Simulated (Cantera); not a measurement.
A closed system holds: 1 mol SiCl4, 2 mol O3, 1.7 mol N2, held at 10000 Pa.

Equilibrium computed with Cantera from the NASA thermochemical tables; the gas is ideal and each condensed phase is pure. Candidate condensed phases: Si, SiO2, Si2N2O, Si3N4; 23 gas species. The tables hold silica as quartz up to 1696 K and as liquid above; real silica turns to tridymite and cristobalite and melts near 1996 K. Equilibrium is a limit: real reactors are often held back by kinetics, nucleation or transport.

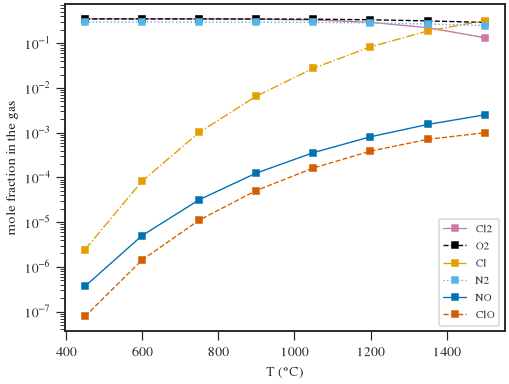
Figure. Equilibrium gas composition (values under 1e-9 drawn at 1e-9)

**Question.** Read off the mole fractions at 750 °C.

**Answer.** O2 about 0.35, Cl2 about 0.35, N2 about 0.30, Cl about 0.0010, NO about 3.2e-5, ClO about 1.1e-5.
